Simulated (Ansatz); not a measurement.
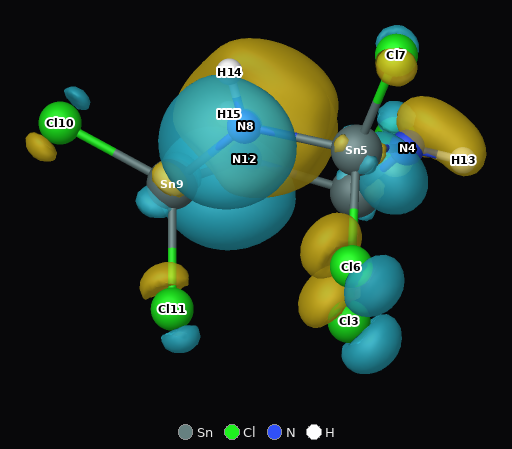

*Cl₆H₃N₃Sn₃ (charge +1, doublet). The HOMO (β) at ±0.06 Å⁻³ᐟ² (yellow and cyan are the two phases), seen from one side.*

Geometry: PBE-D4/def2-SVP; core potentials replace the inner electrons of Sn.

Computed with Ansatz 0.2.0, UKS PBE0-D4/def2-TZVP.

```xyz
15

Sn   -1.9228   -0.5367   -0.6253
Cl   -4.1587   -0.0877   -0.1879
Cl   -1.5265   -2.6075   -1.6251
N    -0.9608    1.0571   -1.4778
Sn    1.0641    1.2775   -1.2697
Cl    2.3745   -0.2253   -2.4816
Cl    1.7353    3.4940   -1.4433
N     1.4137    0.7433    0.7443
Sn    1.0072   -1.0697    1.6818
Cl    1.4396   -0.9683    3.9532
Cl    1.8219   -2.8562    0.4678
N    -0.9998   -0.7109    1.2668
H    -1.2885    1.2566   -2.4373
H     1.5492    1.5487    1.3823
H    -1.5485   -0.3149    2.0519
```

**What is the character of this orbital?**

It lies mainly on N8 (about 35 %), N12 (about 35 %) and Sn9 (about 10 %). Its energy is −12.26 eV.
